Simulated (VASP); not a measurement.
Band structure of W (bcc). Level of theory: PBE GGA, VASP's PBE PAW potentials (set 64) (plane waves; VASP).

Unless said otherwise, spin-orbit coupling is left out, though it shifts the bands of the heavy elements here.

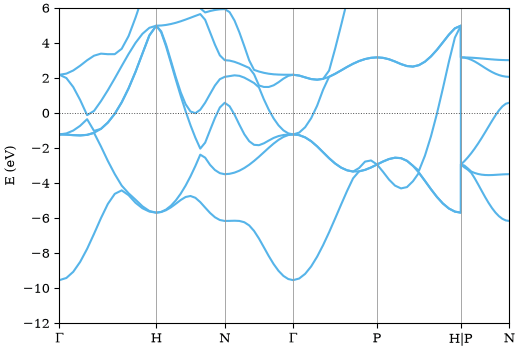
*Bands along high-symmetry lines, zero at the valence-band maximum or, without a gap, the Fermi level*

Q: Read the plot: is there a gap, and where are the band edges?

A: It has no gap at this level: it comes out as a metal or semimetal. (Edges off the drawn lines would not show.)

The compound is W in the bcc structure. It was relaxed first.
